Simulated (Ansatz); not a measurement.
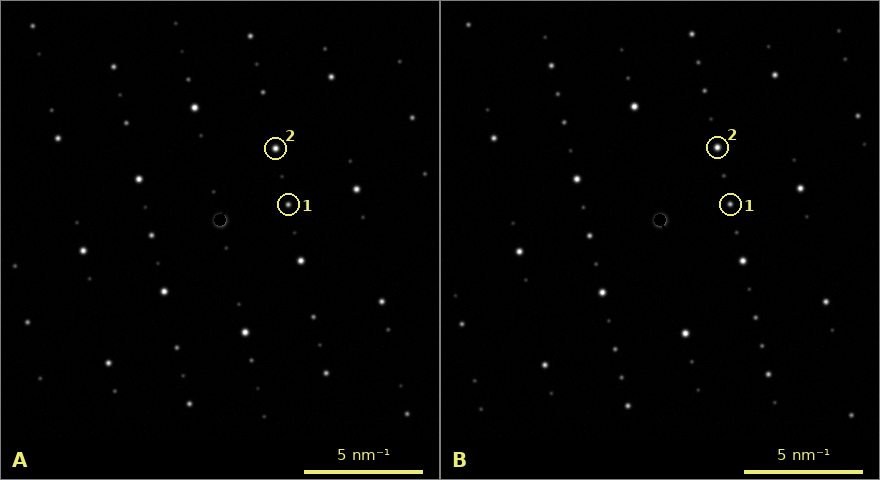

Kinematic electron diffraction patterns (200 kV, B = 0.5 Å², same scale) along [1-10] of the run's own cell, for the start and the end of one relaxation of Na5RuSO2 with DFT, PAW plane waves, pbe (Ansatz). k mesh 7×7×4. The start is a generated model structure, and the relaxation ends in the nearest stationary point of its symmetry, not necessarily the ground state. Spot 1 is -1 -1 0 and spot 2 is -1 -1 -2 in both.

Start structure:

```
CELL_PARAMETERS angstrom
4.59828 0.00000 0.00000
0.00000 4.59828 0.00000
0.00000 0.00000 8.05652
ATOMIC_POSITIONS crystal
Na 0.00000 0.00000 0.50000
S 0.50000 0.50000 0.50000
Na 0.00000 0.50000 0.25580
Na 0.50000 0.00000 0.25580
Na 0.00000 0.50000 0.74420
Na 0.50000 0.00000 0.74420
Ru 0.00000 0.00000 0.00000
O 0.00000 0.00000 0.21870
O 0.00000 0.00000 0.78130
```

Q: Which pattern belongs to the start structure, and which to the relaxed one?

A: B is the start: its cell gives d(1) = 3.251 Å, d(2) = 2.530 Å and an angle of 38.9°. A is the relaxed structure, with d(1) = 3.343 Å (+2.8 %), d(2) = 2.582 Å (+2.1 %) and 39.4°.

Q: Summarise the relaxation behind the change.

A: The volume changed by +6.7 % to 20.19 Å³ an atom; with the mean shift removed, the atoms moved by up to 0.09 Å relative to the cell (Na most); the space group stayed P4/mmm (No. 123); the free energy fell by 40 meV an atom. Relaxed cell: a = 4.727 Å, b = 4.727 Å, c = 8.132 Å, α = 90.00°, β = 90.00°, γ = 90.00°.
